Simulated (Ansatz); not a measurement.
**CH$_{4}$ClFMoO$_{2}$S (SMILES C[O][Mo]([OH])([F])(=[S])[Cl]): density, localisation and related maps**

The calculation's input:

```
crystal:
  periodic: [false, false, false]
  atoms:
    - {symbol: C, position_ang: [1.049308, -1.520204, 0.108665]}
    - {symbol: O, position_ang: [0.601237, -0.354866, 0.738350]}
    - {symbol: Mo, position_ang: [-0.368501, 1.096184, 0.203852]}
    - {symbol: O, position_ang: [-1.666545, -0.196474, -0.287848]}
    - {symbol: F, position_ang: [-1.332615, 2.123941, -1.029290]}
    - {symbol: S, position_ang: [-0.828293, 2.041480, 2.000632]}
    - {symbol: Cl, position_ang: [1.493739, 2.044410, -0.723942]}
    - {symbol: H, position_ang: [0.212367, -1.988250, -0.419818]}
    - {symbol: H, position_ang: [1.839647, -1.267784, -0.606303]}
    - {symbol: H, position_ang: [1.441454, -2.200575, 0.866249]}
    - {symbol: H, position_ang: [-2.376399, 0.165339, -0.829948]}
basis:
  gaussian: {orbitals: def2-TZVPP}
hamiltonian: {xc: pbe0, dispersion: d4}
output: {orbitals: {seedname: orbitals}}
```

Launched as:

```sh
ansatz run in.yaml --threads 2 --pin off --events-out ev --progress --plain --max-ram 20480MiB --backend cuda --devices 0, --max-vram 18GiB
```

Geometry: PBE0-D4/def2-TZVP; core potentials replace the inner electrons of Mo.

Level of theory: RKS PBE0-D4/def2-TZVPP in Ansatz 0.2.0.

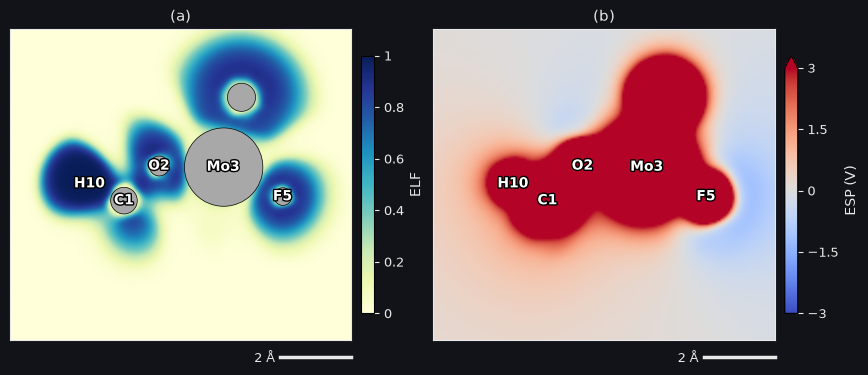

Figure 1. (a) electron localisation function; (b) electrostatic potential on the plane of atoms C1, O2 and Mo3. Grey discs cover the atomic cores in the ELF map.

Q: Read the bonding off the picture.

A:
- Atoms in the plane: C, O, Mo, F and H.
- C–O (1.40 Å): the ELF peaks at about 0.90 between the atoms: a polar covalent bond.
- Mo–O (1.83 Å): the ELF peaks at about 0.80 in the valence shell of O, 0.5 Å from its nucleus, and drops to about 0.30 between the two atoms.
- Mo–F (1.87 Å): the ELF peaks at about 0.80 in the valence shell of F, 0.5 Å from its nucleus, and drops to about 0.25 between the two atoms.
- Outside the dense part of the molecule the potential is most negative (−1.1 V) near F5.

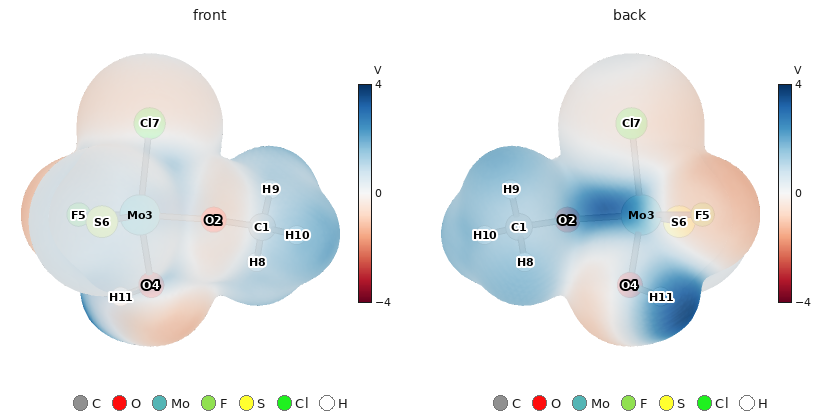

Figure 2. The molecular electrostatic potential painted on the density surface at 0.004 e/bohr³, seen from the front and from behind; the colour scale runs from red (negative) to blue (positive).

Q: Describe the electrostatic potential map.

A: The most negative region (about −1.2 V, or −28 kcal/mol for a unit charge) lies over F5, the most positive (about +3.4 V, or +78 kcal/mol for a unit charge) over H11. Cl7 shows a σ-hole: about +0.2 V at the tip opposite its bond, against about −0.3 V, or −7 kcal/mol for a unit charge on its flanks.

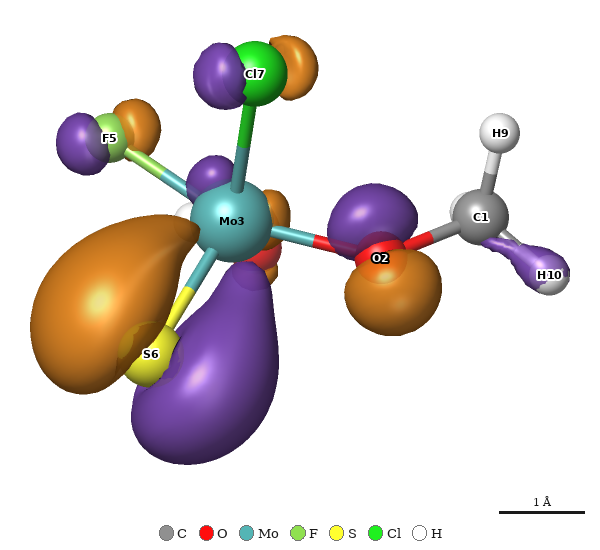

Figure 3. One frontier orbital at ±0.15 Å⁻³ᐟ² (orange and purple are the two phases), seen from one side.

Q: Which orbital is it: HOMO or LUMO?

A: The HOMO, at −8.29 eV. Its weight (Hirshfeld) is mainly on S6 (about 60 %), O2 (about 15 %) and Mo3 (about 10 %).
